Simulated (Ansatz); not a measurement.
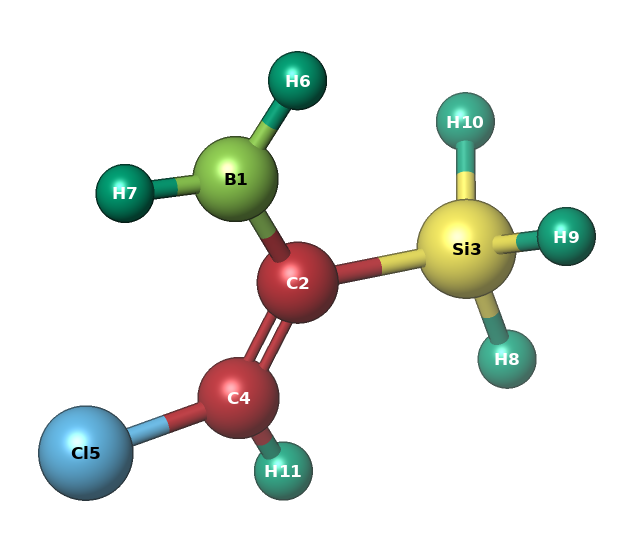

Depth is shown by fading: the farther an atom, the more it takes the colour of the background. The computed structure is the end point of a PBE-D4/def2-SVP optimisation. No frequency run is at hand to confirm it as a minimum.

### Find the stereocentres and stereogenic double bonds.

Double bonds: C2=C4.

### Give the R/S and E/Z labels.

C2=C4: E.
